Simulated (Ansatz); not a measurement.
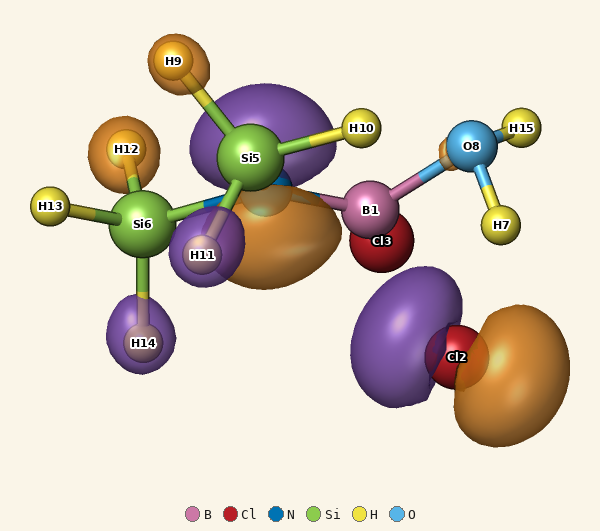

*BClH8NOSi2···Cl. The HOMO at ±0.15 Å⁻³ᐟ² (orange and purple are the two phases), seen from one side.*

A transition-state structure; geometry: PBE0-D4/def2-TZVP.

All numbers below come from Ansatz, RKS PBE0-D4/def2-TZVPP.

The calculation's input:

```
crystal:
  periodic: [false, false, false]
  atoms:
    - {symbol: B, position_ang: [0.499199, -0.751864, -0.693807]}
    - {symbol: Cl, position_ang: [0.441574, -2.573923, 0.775195]}
    - {symbol: Cl, position_ang: [0.042663, -1.366776, -2.303683]}
    - {symbol: N, position_ang: [-0.195173, 0.313462, -0.093290]}
    - {symbol: Si, position_ang: [0.231310, 0.962900, 1.481210]}
    - {symbol: Si, position_ang: [-1.743151, 0.812782, -0.752924]}
    - {symbol: H, position_ang: [1.778512, -1.737996, 0.234645]}
    - {symbol: O, position_ang: [1.989849, -0.875548, -0.439938]}
    - {symbol: H, position_ang: [0.254446, 2.444793, 1.389376]}
    - {symbol: H, position_ang: [1.570214, 0.467676, 1.871631]}
    - {symbol: H, position_ang: [-0.778836, 0.560531, 2.489998]}
    - {symbol: H, position_ang: [-1.573012, 1.445141, -2.082880]}
    - {symbol: H, position_ang: [-2.269994, 1.816710, 0.208469]}
    - {symbol: H, position_ang: [-2.686317, -0.326154, -0.847202]}
    - {symbol: H, position_ang: [2.438616, -1.191735, -1.236800]}
basis:
  gaussian: {orbitals: def2-TZVPP}
hamiltonian: {xc: pbe0, dispersion: d4}
output: {orbitals: {seedname: orbitals}}
```

Run with:

```sh
ansatz run in.yaml --threads 4 --pin off --events-out ev --progress --plain --max-ram 46080MiB --backend cuda --devices 0, --max-vram 37GiB
```

### Describe this orbital and give its energy.

It lies mainly on Cl2 (about 35 %) and N4 (about 30 %). Its energy is −7.86 eV.
